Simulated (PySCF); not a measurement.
Al(H)2(NHMe), SMILES [NH](C)[AlH2] (CH₆AlN), PBE0/def2-SVP optimised geometry. Atoms within 1.6 Å of the plane z = 1.2 Å (x, y, z in Å): Al1 (0.61, -0.59, 0.00), H2 (2.20, -0.59, 0.00), H3 (-0.30, -1.89, 0.00), N4 (-0.20, 1.00, 0.00), C5 (-1.61, 1.31, 0.00), H6 (0.38, 1.84, 0.00), H8 (-1.92, 1.89, 0.89), H9 (-2.20, 0.38, 0.00).

Calculation: PBE0/def2-TZVP in PySCF 2.14.0.

Map of the electron localisation function on the plane z = 1.2 Å:

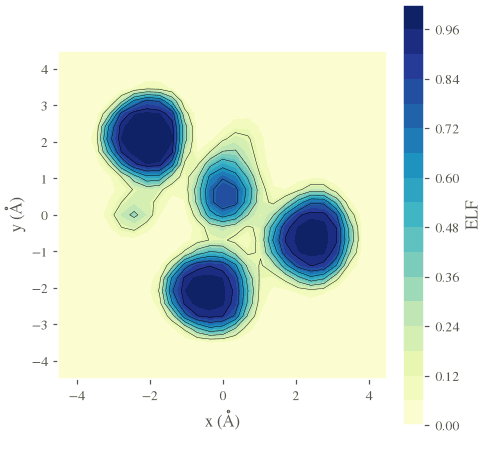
Electron localisation function on the plane z = 1.2 Å.
